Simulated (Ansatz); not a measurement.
CsCl-type CoGa, treated with PBEsol (plane waves, PAW; Ansatz, a program for electronic structure).

Settings: plane-wave cutoff 520 eV, 20×20×20 k mesh, Fermi–Dirac smearing 0.05 eV, no spin polarisation, scalar-relativistic PAW data made under PBE.

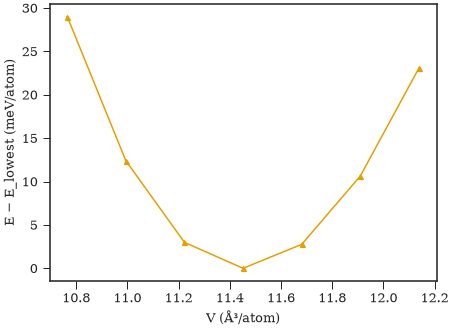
Fig. 1. Total energy against volume

From the curve, estimate the equilibrium volume and the bulk modulus.

V0 ≈ 11.5 Å³/atom and B0 ≈ 200 GPa; the fit gives V0 = 11.452 Å³/atom, B0 = 201 GPa, B′ = 4.7.
